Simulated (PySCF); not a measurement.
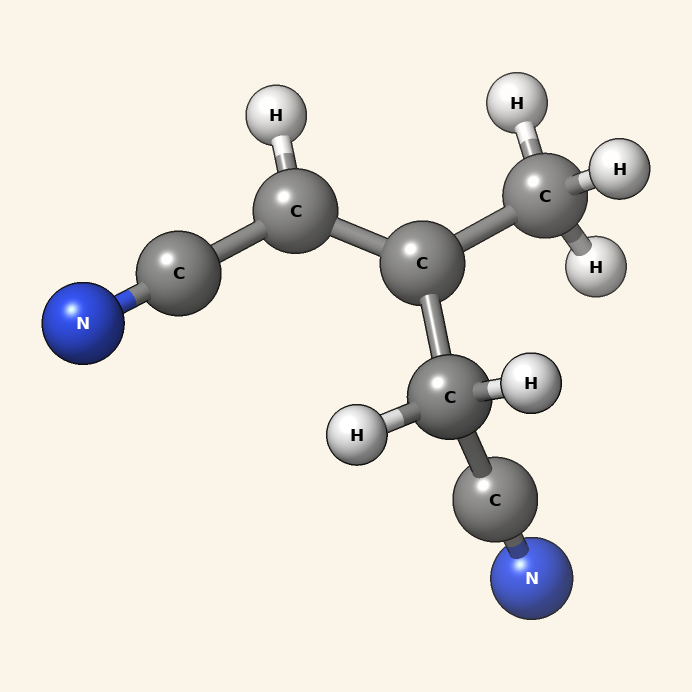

Rendered structure (ball-and-stick style). Every bond is drawn as one stick, whatever its order.

The computed structure is the end point of a GFN2-xTB optimisation. No frequency run is at hand to confirm it as a minimum.

Describe the molecule.

The molecule is C₆H₆N₂. As SMILES it reads `C/C(=C/C#N)CC#N`. It has no ring. Among its groups: nitrile, alkene. The point group is C1. Coordination: 2 C tetrahedral; 2 C trigonal planar; 2 C linear.

The parts below concern this one geometry. Atoms keep their numbers from picture to picture.

**NMR shielding**

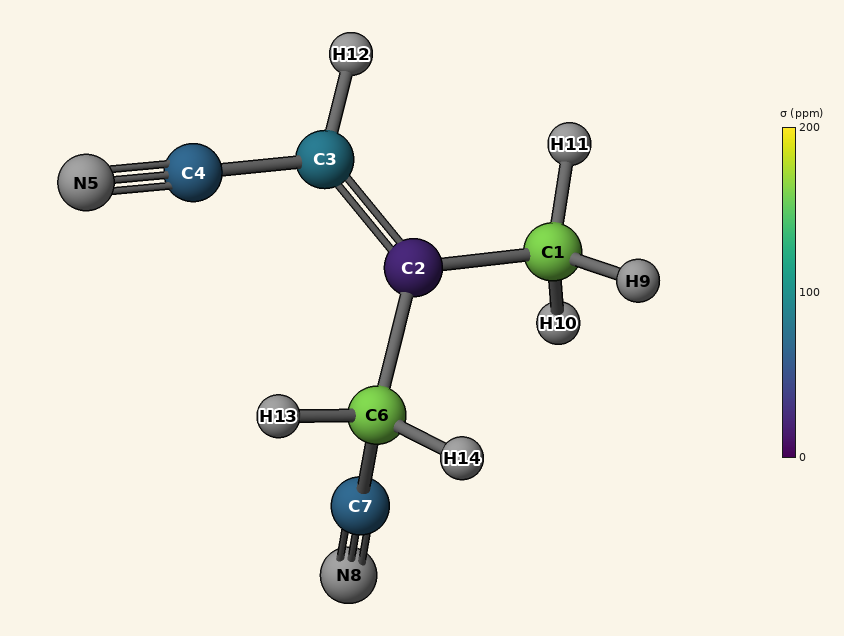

Atoms are coloured by their isotropic NMR shieldings (C only, the others grey). No frequency run is at hand to confirm it as a minimum. Properties computed with GIAO PBE0/pcSseg-1 NMR shielding, non-relativistic, gas phase (PySCF 2.14.0).

List the isotropic NMR shieldings of the C atoms.

```csv
atom,σ (ppm)
C1,161.6
C2,22.3
C3,80.7
C4,66.3
C6,161.6
C7,66.8
```

**Polarisability**

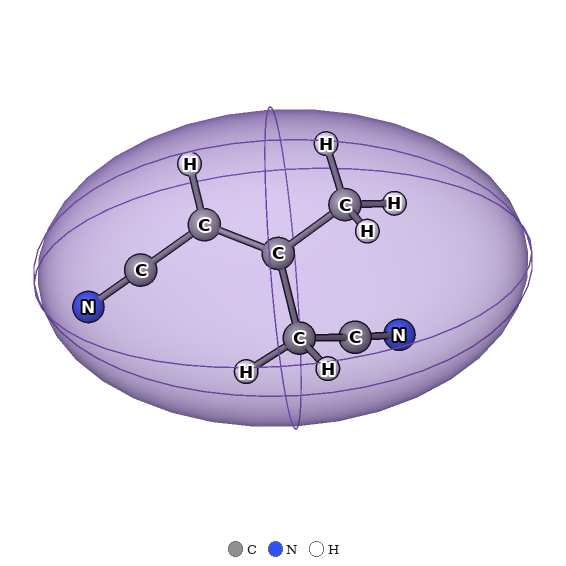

The ellipsoid shows the static dipole polarisability: its half-axes are proportional to the principal values. No frequency run is at hand to confirm it as a minimum. Level of theory: PBE0/def2-SVPD (PySCF 2.14.0).

Question: How large and how anisotropic is the polarisability?

Answer: Principal values 58.8, 73.9, 103.8 bohr³; mean 78.8 bohr³ (11.68 Å³); anisotropy 39.6 bohr³, so the longest axis is 1.76 times the shortest.

**Charges**

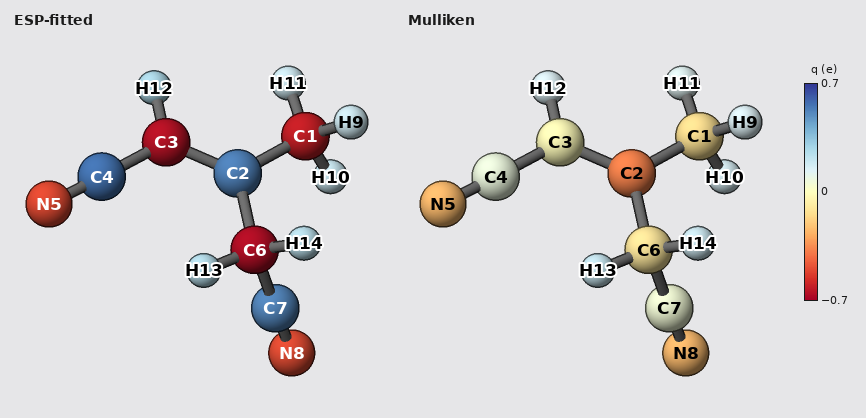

Atomic charges of one calculation by 2 schemes, on one colour scale. No frequency run is at hand to confirm it as a minimum. Level of theory: PBE0/pcSseg-1 (PySCF 2.14.0).

Question: Which scheme gives the most polar picture (largest mean size of the charges)?

Answer: The ESP-fitted charges are the largest in size here.

Question: On which atom do the schemes disagree most?

Answer: On C2 (from −0.37 to 0.52 e).

List the charges (e), one line for each set of equivalent atoms.

| atom | ESP-fitted | Mulliken |
| --- | --- | --- |
| C1 | −0.60 | −0.13 |
| C2 | 0.52 | −0.37 |
| C3 | −0.64 | −0.01 |
| C4 | 0.56 | 0.08 |
| N5 | −0.50 | −0.24 |
| C6 | −0.65 | −0.10 |
| C7 | 0.51 | 0.06 |
| N8 | −0.49 | −0.24 |
| H9 | 0.18 | 0.14 |
| H10 | 0.20 | 0.16 |
| H11 | 0.18 | 0.13 |
| H12 | 0.27 | 0.14 |
| H13 | 0.24 | 0.20 |
| H14 | 0.23 | 0.18 |

Mulliken values depend strongly on the basis set and can even reverse the polarity of a bond.
